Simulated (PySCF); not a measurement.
Vertical excitations of a molecule C₃H₄BFO₂ from TDA-PBE0/def2-SVPD (PySCF 2.14.0), as energy in eV (oscillator strength): 5.89 (0.143), 6.82 (0.003), 6.90 (0.041), 7.44 (0.040), 7.48 (0.055), 7.77 (0.011), 8.19 (0.046), 8.33 (0.045), 8.43 (0.023), 8.73 (0.002). Lowest triplet (TDA): 3.82 eV. Geometry: PBE0-D3(BJ)/def2-SVP. Other conformers were not sampled.

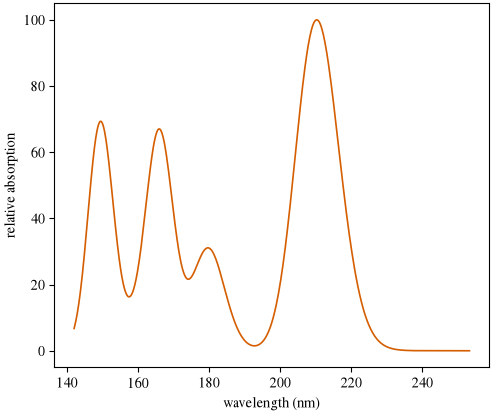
Figure. The lines broadened by 0.4 eV.

**Question.** Which molecule gave these data?
(A) C=CC1OB(F)O1
(B) C=CC(=O)B(O)F
(C) C=C1OB(CF)O1
(D) FB1C=COCO1

**Answer.** D, FB1C=COCO1
